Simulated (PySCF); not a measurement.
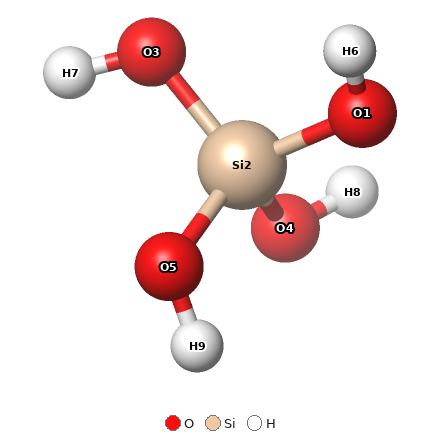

SiH₄O₄, SMILES O[Si](O)(O)O. Vertical core-electron binding energies by ΔSCF (SCAN, pcX-2 on the ionised atom, pcseg-1 elsewhere, spin-free X2C; PySCF, at a PBE0-D3(BJ)/def2-SVP geometry (no frequency check)), gas phase, against the vacuum level. One atom of each kind was ionised; within a panel, areas follow the number of like atoms and 2j + 1 (2p levels are split by first-order spin-orbit coupling, an approximation), each panel is scaled alone, Gaussians of 0.8 eV full width. Only the regions named are shown. Lines closer than the width merge in the curve.

**Predict the Si 2p, O 1s and Si 1s photoelectron lines.**

| level | atoms | binding energy (eV) |
| --- | --- | --- |
| Si 2p1/2 | Si2 | 109.3 |
| Si 2p3/2 | Si2 | 108.7 |
| O 1s | O1, O3, O4, O5 | 539.0 |
| Si 1s | Si2 | 1849.0 |

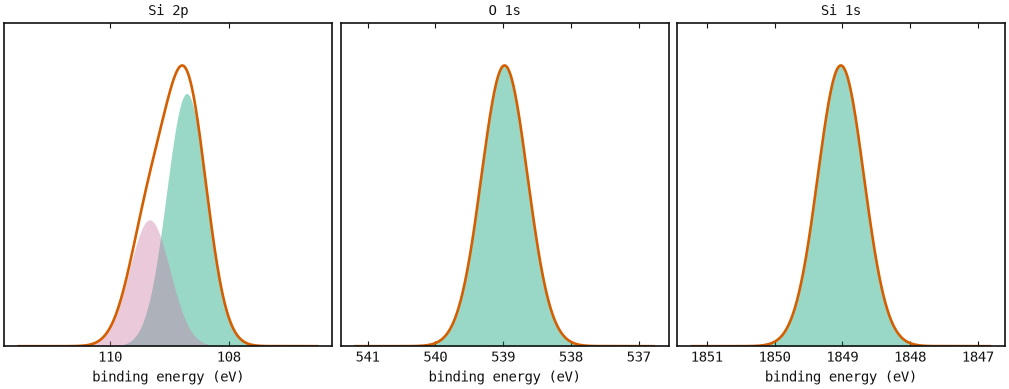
